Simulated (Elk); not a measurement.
Band structure of LiAu (Pm-3m, 2 atoms in the cell).

```
LiAu
1.0
    3.08395     0.00000     0.00000
    0.00000     3.08395     0.00000
    0.00000     0.00000     3.08395
Li Au
1 1
Direct
  0.00000   0.00000   0.00000
  0.50000   0.50000   0.50000
```

Method: PBEsol, spin-orbit coupling in second variation, all-electron FP-LAPW, Elk's shipped species files, APW+lo basis with extra local orbitals (Elk).

Settings: xctype = 22; spinorb = true; rgkmax = 8; stype = 1; swidth = 0.00367493 Ha; ngridk = 11 11 11; vkloff = 0.5 0.5 0.5; gmaxvr = 14 1/bohr; nxlo = 2; lorbcnd = true; rmtscf = 0.98; lmaxi = 2; nempty = 10 per atom.

The starting cell comes from a database of computed structures (which also holds hypothetical and non-ambient phases and stackings), without a prior relaxation at this level. Values depend on the basis (sphere radii, cutoffs, local orbitals), which need not be converged.

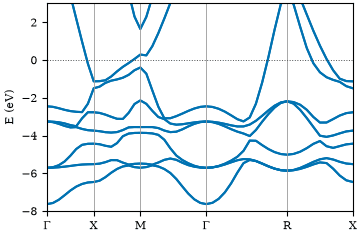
Figure: Bands along the path, energies from the Fermi level.

Levels in eV from the Fermi level, bands 31 to 38:
```tsv
point	31	32	33	34	35	36	37	38
Γ	-3.26	-3.26	-2.45	-2.45	6.40	6.40	7.31	7.31
X	-2.77	-2.77	-1.50	-1.50	-1.13	-1.13	11.43	11.43
M	-2.14	-2.14	-0.40	-0.40	0.29	0.29	1.64	1.64
R	-2.19	-2.19	3.42	3.42	5.04	5.04	5.04	5.04
```

Bands cross the Fermi level along this path, so the cell is metallic at this level.

The net moment of the cell came out as 0.00 μB.
